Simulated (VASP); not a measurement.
Input:

```yaml
crystal:
  lattice:
    - [5.03197, 2.50978, 2.50978]
    - [2.50978, 5.03197, 2.50978]
    - [2.50978, 2.50978, 5.03197]
  atoms:
    - { symbol: Mn, position: [0.00000, 0.00000, 0.00000], spin: 4.0 }
    - { symbol: Mn, position: [0.50000, 0.50000, 0.50000], spin: -4.0 }
    - { symbol: S, position: [0.25000, 0.25000, 0.25000] }
    - { symbol: S, position: [0.75000, 0.75000, 0.75000] }
```

These are PBEsol GGA, VASP's PBE PAW potentials (set 64) (plane waves; VASP) values and carry that method's errors. Run with 520 eV cut-off, 8×8×8 Γ-centred mesh, tetrahedra with Blöchl corrections, potentials Mn_pv S.

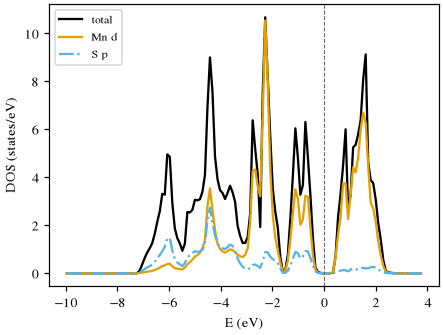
*Total and projected density of states, zero at the valence-band maximum*

Within 2 eV below the valence-band maximum the largest weight inside VASP's projection spheres is Mn d, then S p.

The gap is indirect, 0.34 eV, from the valence maximum at T to the conduction minimum at L.

The compound is MnS in the rock salt, AFM-II order structure. It was relaxed first, which changed the volume by -10 %.
